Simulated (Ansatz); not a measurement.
# CH₂B₂F₂O: geometry optimisation

Aim: relax CH₂B₂F₂O at this level.

Computed with Ansatz 0.2.0. Level: RKS PBE0-D4/def2-SVP.

## (1) The system as given

SMILES `FB1COB1F`, 8 atoms, charge 0, spin multiplicity 1.

Atoms are counted from 1 here; the program's logs count them from 0.

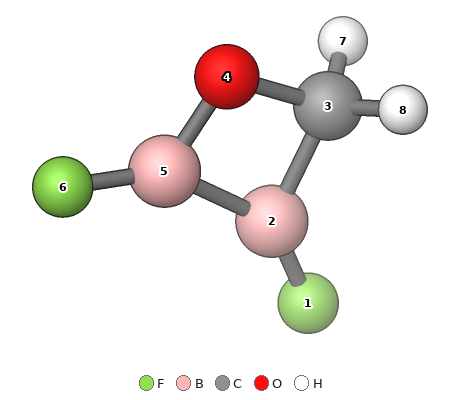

The starting geometry (fluorine green, boron pink, carbon grey, oxygen red, hydrogen white); atoms are numbered from 1 in the order of the file.

Geometry (Å):

```xyz
8
CH2B2F2O
F    -1.86122   -0.67032    1.12389
B    -0.84753   -0.16325    0.44453
C     0.58922   -0.75735    0.07554
O     0.94247    0.49723   -0.64844
B    -0.23444    1.18392   -0.43638
F    -0.43774    2.41107   -0.89992
H     0.63291   -1.62387   -0.61932
H     1.30854   -0.93452    0.90420
```

## (2) Relaxation

input.yaml reads:

```yaml
crystal:
  periodic: [false, false, false]
  atoms:
    - { symbol: F, position_ang: [-1.861225, -0.670322, 1.123887] }
    - { symbol: B, position_ang: [-0.847533, -0.16325, 0.44453] }
    - { symbol: C, position_ang: [0.589215, -0.757354, 0.075542] }
    - { symbol: O, position_ang: [0.942473, 0.497234, -0.648436] }
    - { symbol: B, position_ang: [-0.234443, 1.183916, -0.436381] }
    - { symbol: F, position_ang: [-0.437737, 2.411066, -0.899925] }
    - { symbol: H, position_ang: [0.632907, -1.62387, -0.619319] }
    - { symbol: H, position_ang: [1.308543, -0.93452, 0.904201] }
basis:
  gaussian: { orbitals: def2-SVP }
hamiltonian:
  xc: pbe0
  dispersion: d4
output:
  forces: true
relax:
  f_tol: 0.003
  max_steps: 120
```

On the command line:

```
$ ansatz run input.yaml --threads 1 --pin off --max-ram 2560MiB --backend cpu --events-out ev --progress --plain --runs-dir out
```

Q: Predict the outcome of this session. Wanted: energy gained; root mean square move; dipole moment.

The runs gave:

| quantity | value |
| --- | --- |
| energy gained | 0.0219 eV |
| root mean square move | 0.014 Å |
| dipole moment | 2.00 D |

In words: Bond lengths: F1–B2 1.310 Å, B2–C3 1.592 Å, B2–B5 1.720 Å, C3–O4 1.467 Å, C3–H7 1.103 Å, C3–H8 1.103 Å, O4–B5 1.364 Å, B5–F6 1.316 Å. Angles: F1–B2–C3 132.1°, F1–B2–B5 147.0°, C3–B2–B5 80.9°, B2–C3–O4 90.9°, B2–C3–H7 117.6°, B2–C3–H8 117.6°, O4–C3–H7 110.3°, O4–C3–H8 110.3°, H7–C3–H8 108.5°, C3–O4–B5 98.8°, B2–B5–O4 89.4°, B2–B5–F6 147.7°, O4–B5–F6 123.0°. No frequencies were computed here.
